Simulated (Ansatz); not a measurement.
## Geometry relaxation, with input and output: CH₃AlF₂ (part 1 of 2)

CH₃AlF₂, SMILES F[CH](F)[AlH2], computed with RKS PBE-D4/def2-SVP (Ansatz 0.2.0).

The geometry: force-field start. Figures and captions count atoms from 1; the log counts them from 0 in places.

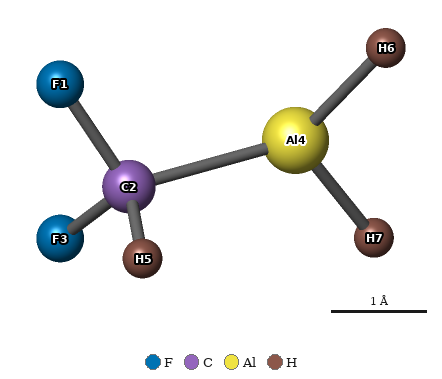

The input geometry (ball-and-stick view, seen at a tilt; atoms are numbered from 1 in the order of the input). Sticks mark near contacts. Bond lengths as drawn: Al–C 1.94 Å, Al–H 1.58 to 1.64 Å, C–F 1.38 to 1.39 Å and C–H 1.11 Å.

Input file
```yaml
crystal:
  periodic: [false, false, false]
  atoms:
    - {symbol: F, position_ang: [0.205500, -0.991400, 1.655400]}
    - {symbol: C, position_ang: [0.600700, -0.484500, 0.421200]}
    - {symbol: F, position_ang: [1.035700, -1.540200, -0.346400]}
    - {symbol: Al, position_ang: [-0.820900, 0.420900, -0.541700]}
    - {symbol: H, position_ang: [1.427900, 0.239500, 0.563900]}
    - {symbol: H, position_ang: [-1.748700, 1.504200, 0.272200]}
    - {symbol: H, position_ang: [-0.639000, 0.783400, -2.070300]}
basis:
  gaussian: {orbitals: def2-SVP}
hamiltonian: {xc: pbe, dispersion: d4}
relax: {f_tol: 0.03, max_steps: 200}
```

Run on 2 threads of AMD EPYC, 23 GiB of memory available, shared host.

Run as:
```bash
ansatz run in.yaml --threads 2 --pin off --events-out ev --progress --plain --max-ram 4352MiB
```

Log
```
Functional definition: PBE
  name "PBE"
  cite "Perdew, Burke & Ernzerhof, Phys. Rev. Lett. 77, 3865 (1996) doi:10.1103/PhysRevLett.77.3865"
  parent pbe
  parameter kappa = 0.804
  parameter beta = 0.06672455060314922
  exchange = pbe_x(kappa = kappa, mu = beta*pi^2/3)
  correlation = pbe_c(beta = beta)
821 factors; their error is unknown
mean field evaluation 1: about -13095.1195 eV, gradient 3.2e1 eV
mean field evaluation 2: about -13094.2190 eV, gradient 3.9e1 eV
mean field evaluation 4: about -13097.6395 eV, gradient 1.1e0 eV
mean field evaluation 8: about -13097.6424 eV, gradient 3.1e-2 eV
mean field evaluation 16: about -13097.5898 eV, gradient 6.4e-5 eV
mean field -13097.58981868 eV, -481.3275479713 hartree, gradient 6.4e-5 eV, S^2 0.000000; 0 other end points of the search recorded, 0 dependent functions left out
the calculation of the forces begins
reference -13097.58985292 eV, -481.3275492295 hartree; 20, 20 occupied and 55, 55 virtual orbitals, 821 factors
relax step   1: F+E_penalty+E_count = -13097.68690449 eV  Δ(F+E_penalty+E_count) = +0.000e0 eV  max|allowed force component| = 1.787e0 eV/Å  Δτ_max = 0.0000 Å  (24 SCF iters, accepted)
these checks for a lower state are left out or cut short: starts, cluster_reference, orbital_swaps, neighbouring_geometries, increment
821 factors; their error is unknown
mean field -13097.80498522 eV, -481.3354551959 hartree, gradient 7.9e-6 eV, S^2 0.000000; 0 other end points of the search recorded, 0 dependent functions left out
[... from here on the field's lines of each further geometry are left out, up to the last ...]
relax step   2: F+E_penalty+E_count = -13097.90100155 eV  Δ(F+E_penalty+E_count) = -2.141e-1 eV  max|allowed force component| = 5.895e-1 eV/Å  Δτ_max = 0.1939 Å  (27 SCF iters, accepted)
relax step   3: F+E_penalty+E_count = -13097.93290159 eV  Δ(F+E_penalty+E_count) = -3.190e-2 eV  max|allowed force component| = 2.820e-1 eV/Å  Δτ_max = 0.0650 Å  (27 SCF iters, accepted)
relax step   4: F+E_penalty+E_count = -13097.94538149 eV  Δ(F+E_penalty+E_count) = -1.248e-2 eV  max|allowed force component| = 1.815e-1 eV/Å  Δτ_max = 0.0796 Å  (27 SCF iters, accepted)
relax step   5: F+E_penalty+E_count = -13097.94874288 eV  Δ(F+E_penalty+E_count) = -3.361e-3 eV  max|allowed force component| = 6.838e-2 eV/Å  Δτ_max = 0.0338 Å  (27 SCF iters, accepted)
relax step   6: F+E_penalty+E_count = -13097.94918850 eV  Δ(F+E_penalty+E_count) = -4.456e-4 eV  max|allowed force component| = 5.019e-2 eV/Å  Δτ_max = 0.0337 Å  (27 SCF iters, accepted)
relax step   7: F+E_penalty+E_count = -13097.94959181 eV  Δ(F+E_penalty+E_count) = -4.033e-4 eV  max|allowed force component| = 3.518e-2 eV/Å  Δτ_max = 0.0345 Å  (28 SCF iters, accepted)
relax step   8: F+E_penalty+E_count = -13097.94946490 eV  Δ(F+E_penalty+E_count) = +1.269e-4 eV  max|allowed force component| = 2.676e-1 eV/Å  Δτ_max = 0.1965 Å  (33 SCF iters, rejected (line search))
relax step   9: F+E_penalty+E_count = -13097.94913472 eV  Δ(F+E_penalty+E_count) = +4.571e-4 eV  max|allowed force component| = 1.752e-1 eV/Å  Δτ_max = 0.0440 Å  (27 SCF iters, rejected (line search))
relax step  10: F+E_penalty+E_count = -13097.95015914 eV  Δ(F+E_penalty+E_count) = -5.673e-4 eV  max|allowed force component| = 1.217e-2 eV/Å  Δτ_max = 0.0214 Å  (27 SCF iters, accepted)
relax step  11: F+E_penalty+E_count = -13097.95251671 eV  Δ(F+E_penalty+E_count) = -2.358e-3 eV  max|allowed force component| = 1.063e-1 eV/Å  Δτ_max = 0.0977 Å  (26 SCF iters, accepted)
relax step  12: F+E_penalty+E_count = -13097.95080001 eV  Δ(F+E_penalty+E_count) = +1.717e-3 eV  max|allowed force component| = 3.760e-1 eV/Å  Δτ_max = 0.1464 Å  (26 SCF iters, rejected (line search))
relax step  13: F+E_penalty+E_count = -13097.95603449 eV  Δ(F+E_penalty+E_count) = -3.518e-3 eV  max|allowed force component| = 1.032e-1 eV/Å  Δτ_max = 0.0731 Å  (27 SCF iters, accepted)
relax step  14: F+E_penalty+E_count = -13097.96045840 eV  Δ(F+E_penalty+E_count) = -4.424e-3 eV  max|allowed force component| = 7.892e-2 eV/Å  Δτ_max = 0.0742 Å  (27 SCF iters, accepted)
relax step  15: F+E_penalty+E_count = -13097.96689475 eV  Δ(F+E_penalty+E_count) = -6.436e-3 eV  max|allowed force component| = 1.686e-1 eV/Å  Δτ_max = 0.1097 Å  (27 SCF iters, accepted)
relax step  16: F+E_penalty+E_count = -13097.97120215 eV  Δ(F+E_penalty+E_count) = -4.307e-3 eV  max|allowed force component| = 4.224e-1 eV/Å  Δτ_max = 0.1641 Å  (26 SCF iters, accepted)
relax step  17: F+E_penalty+E_count = -13097.98264107 eV  Δ(F+E_penalty+E_count) = -1.144e-2 eV  max|allowed force component| = 3.094e-1 eV/Å  Δτ_max = 0.0592 Å  (27 SCF iters, accepted)
relax step  18: F+E_penalty+E_count = -13097.99021505 eV  Δ(F+E_penalty+E_count) = -7.574e-3 eV  max|allowed force component| = 2.006e-1 eV/Å  Δτ_max = 0.0480 Å  (27 SCF iters, accepted)
relax step  19: F+E_penalty+E_count = -13098.01300521 eV  Δ(F+E_penalty+E_count) = -2.279e-2 eV  max|allowed force component| = 2.168e-1 eV/Å  Δτ_max = 0.1936 Å  (34 SCF iters, accepted)
relax step  20: F+E_penalty+E_count = -13098.04951684 eV  Δ(F+E_penalty+E_count) = -3.651e-2 eV  max|allowed force component| = 5.104e-1 eV/Å  Δτ_max = 0.1946 Å  (33 SCF iters, accepted)
relax step  21: F+E_penalty+E_count = -13098.07298299 eV  Δ(F+E_penalty+E_count) = -2.347e-2 eV  max|allowed force component| = 9.587e-1 eV/Å  Δτ_max = 0.1947 Å  (34 SCF iters, accepted)
relax step  22: F+E_penalty+E_count = -13098.10067032 eV  Δ(F+E_penalty+E_count) = -2.769e-2 eV  max|allowed force component| = 1.858e-1 eV/Å  Δτ_max = 0.0614 Å  (28 SCF iters, accepted)
relax step  23: F+E_penalty+E_count = -13098.10384526 eV  Δ(F+E_penalty+E_count) = -3.175e-3 eV  max|allowed force component| = 6.969e-1 eV/Å  Δτ_max = 0.0464 Å  (27 SCF iters, accepted)
relax step  24: F+E_penalty+E_count = -13098.11266356 eV  Δ(F+E_penalty+E_count) = -8.818e-3 eV  max|allowed force component| = 5.035e-2 eV/Å  Δτ_max = 0.0327 Å  (28 SCF iters, accepted)
relax step  25: F+E_penalty+E_count = -13098.11173373 eV  Δ(F+E_penalty+E_count) = +9.298e-4 eV  max|allowed force component| = 9.129e-2 eV/Å  Δτ_max = 0.0196 Å  (28 SCF iters, rejected (line search))
the calculation of the forces begins
reference -13098.01369447 eV, -481.3431251193 hartree; 20, 20 occupied and 55, 55 virtual orbitals, 821 factors
relax step  26: F+E_penalty+E_count = -13098.11309665 eV  Δ(F+E_penalty+E_count) = -4.331e-4 eV  max|allowed force component| = 1.208e-2 eV/Å  Δτ_max = 0.0068 Å  (29 SCF iters, accepted)
```

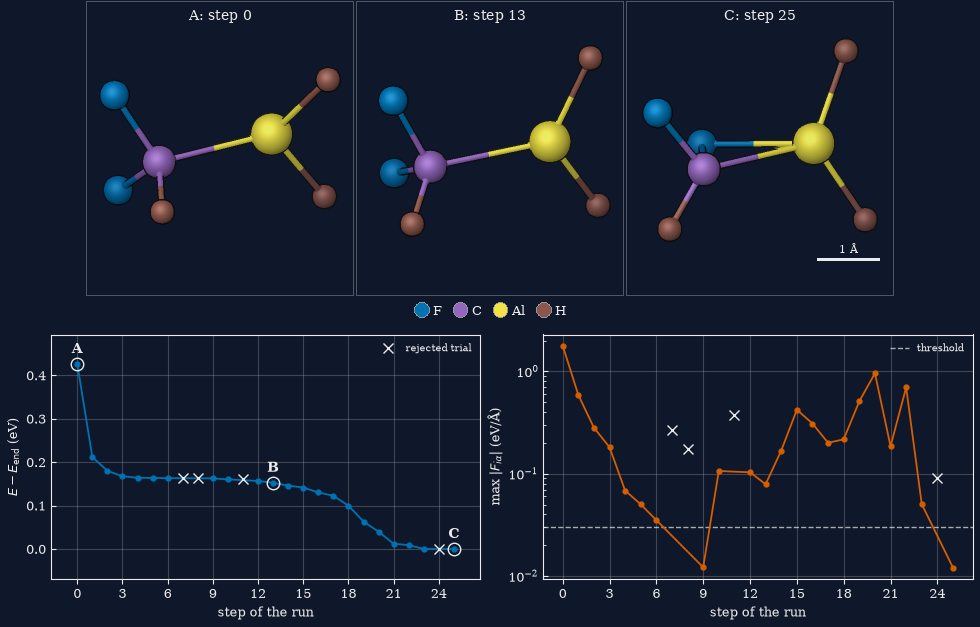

Frames of the relaxation (ball-and-stick view, seen at a tilt) above the curves, on which the letters mark them (the first geometry is step 0 here and step 1 in the log).

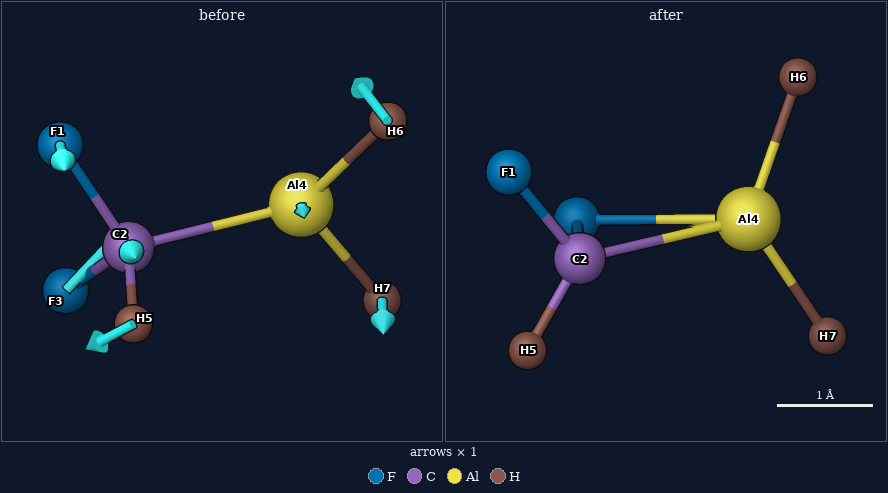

Before (left) and after (right) the relaxation, at one scale (ball-and-stick view, seen at a tilt). The teal arrows give the displacements, at true length. After 25 geometry steps the energy has fallen by 0.426 eV. Largest force component: 1.8 eV/Å at the start, 0.012 eV/Å at the end. The line search rejected the trial steps at points 7, 8, 11, 24 (counted from 0) and went back. The largest move after the best rigid fit is that of F3, 1.03 Å. Largest moves by element: F 1.03 Å, H 1.00 Å, C 0.39 Å, Al 0.18 Å. Among the contacts that change: F3–Al4 2.708 → 1.958 Å, C2–F3 1.376 → 1.608 Å, F1–C2 1.392 → 1.334 Å, C2–Al4 1.941 → 1.992 Å. New bonds form: F3–Al4 (2.71 → 1.96 Å). Among the angles that change: F3–C2–Al4 108.2° → 64.9°, Al4–C2–H5 107.8° → 127.6°, H6–Al4–H7 113.1° → 126.2°. (Atoms are counted from 1 in the order of the input.)

```
821 factors; their error is unknown
mean field -13098.01365844 eV, -481.3431237952 hartree, gradient 2.3e-5 eV, S^2 0.000000; 1 other end points of the search recorded, 0 dependent functions left out
the calculation of the forces begins
reference -13098.01369447 eV, -481.3431251193 hartree; 20, 20 occupied and 55, 55 virtual orbitals, 821 factors
Total energy: -13098.11313268 eV, -481.3467794059 hartree
Atom 0 at     0.563002    -0.546715     1.855008 Å, force     0.002226    -0.001785     0.004818 eV/Å
Atom 1 at     0.759318    -0.147794     0.597744 Å, force     0.002446     0.007377    -0.012084 eV/Å
Atom 2 at     0.068811    -1.265171    -0.330296 Å, force    -0.002106    -0.008163    -0.002190 eV/Å
Atom 3 at    -0.709048     0.515170    -0.572954 Å, force     0.004459     0.008636    -0.005184 eV/Å
Atom 4 at     1.828773    -0.291883     0.327994 Å, force     0.000182    -0.003406     0.011426 eV/Å
Atom 5 at    -2.163603     0.569993     0.071653 Å, force    -0.003191    -0.002480     0.002910 eV/Å
Atom 6 at    -0.286054     1.098301    -1.994850 Å, force    -0.004016    -0.000179     0.000304 eV/Å
Dipole moment:     0.260582     0.084478     0.027720 e Å
```

Trajectory as extended XYZ (Å, eV, eV/Å), 26 frames, from step=1 to step=26
```
7
Properties=species:S:1:pos:R:3:forces:R:3 step=1 energy=-13097.68690
F     0.2055   -0.9914    1.6554    0.3483   0.2418  -0.1718
C     0.6007   -0.4845    0.4212   -0.6484  -0.8108   0.3735
F     1.0357   -1.5402   -0.3464    0.5330  -0.2947  -0.0608
Al   -0.8209    0.4209   -0.5417   -0.8072   1.7872   0.0042
H     1.4279    0.2395    0.5639    0.5769  -0.0199   0.3012
H    -1.7487    1.5042    0.2722    0.0196  -0.5578  -0.0855
H    -0.6390    0.7834   -2.0703   -0.0223  -0.3458  -0.3608
7
Properties=species:S:1:pos:R:3:forces:R:3 step=2 energy=-13097.90100
F     0.1993   -0.9754    1.6425   -0.0847   0.1109  -0.1645
C     0.5996   -0.4796    0.4110    0.4271  -0.0929   0.3734
F     1.0417   -1.5474   -0.3461   -0.0309  -0.0142  -0.0806
Al   -0.7707    0.6082   -0.5405   -0.5895   0.2853  -0.2580
H     1.5000    0.1656    0.6126    0.0691  -0.1082   0.0424
H    -1.8508    1.4611    0.3312    0.2447  -0.1865  -0.2133
H    -0.6579    0.6993   -2.1565   -0.0359   0.0055   0.3007
7
Properties=species:S:1:pos:R:3:forces:R:3 step=3 energy=-13097.93290
F     0.1786   -0.9591    1.6305   -0.0732   0.0440  -0.0590
C     0.6243   -0.4667    0.4151    0.2820   0.1272   0.1740
F     1.0339   -1.5438   -0.3496   -0.0338  -0.0209  -0.0667
Al   -0.7829    0.6169   -0.5459   -0.1001   0.0383  -0.0850
H     1.5508    0.1360    0.6404   -0.0797  -0.1257  -0.0107
H    -1.8575    1.4445    0.3094    0.0347  -0.0543  -0.0350
H    -0.6860    0.7041   -2.1455   -0.0297  -0.0086   0.0826
7
Properties=species:S:1:pos:R:3:forces:R:3 step=4 energy=-13097.94538
F     0.1424   -0.9313    1.6111   -0.0094   0.0177  -0.0053
C     0.6551   -0.4426    0.4197    0.1275   0.1815   0.0201
F     1.0120   -1.5312   -0.3606   -0.0063  -0.0072  -0.0239
Al   -0.7740    0.6323   -0.5508    0.1199  -0.0689   0.0292
H     1.6111    0.0977    0.6755   -0.1685  -0.1284  -0.0278
H    -1.8693    1.4118    0.3034   -0.0526   0.0148   0.0416
H    -0.7161    0.6951   -2.1441   -0.0105  -0.0096  -0.0339
7
Properties=species:S:1:pos:R:3:forces:R:3 step=5 energy=-13097.94874
F     0.1239   -0.9073    1.6026    0.0166   0.0301  -0.0320
C     0.6668   -0.4254    0.4185    0.0506  -0.0007   0.0287
F     0.9939   -1.5244   -0.3662   -0.0087   0.0324   0.0035
Al   -0.7591    0.6412   -0.5526    0.0142  -0.0232   0.0038
H     1.6336    0.0756    0.6876   -0.0684  -0.0436  -0.0117
H    -1.8771    1.3835    0.3147   -0.0027   0.0022  -0.0066
H    -0.7208    0.6888   -2.1503   -0.0016   0.0027   0.0144
7
Properties=species:S:1:pos:R:3:forces:R:3 step=6 energy=-13097.94919
F     0.1358   -0.8860    1.6148    0.0116  -0.0187  -0.0086
C     0.6682   -0.4221    0.4208   -0.0057   0.0502  -0.0036
F     0.9657   -1.5271   -0.3671   -0.0005  -0.0320   0.0115
Al   -0.7572    0.6412   -0.5500    0.0073  -0.0037   0.0037
H     1.6440    0.0641    0.6716    0.0012  -0.0061   0.0026
H    -1.8974    1.3571    0.3095   -0.0109   0.0041  -0.0031
H    -0.6978    0.7047   -2.1453   -0.0030   0.0063  -0.0024
```
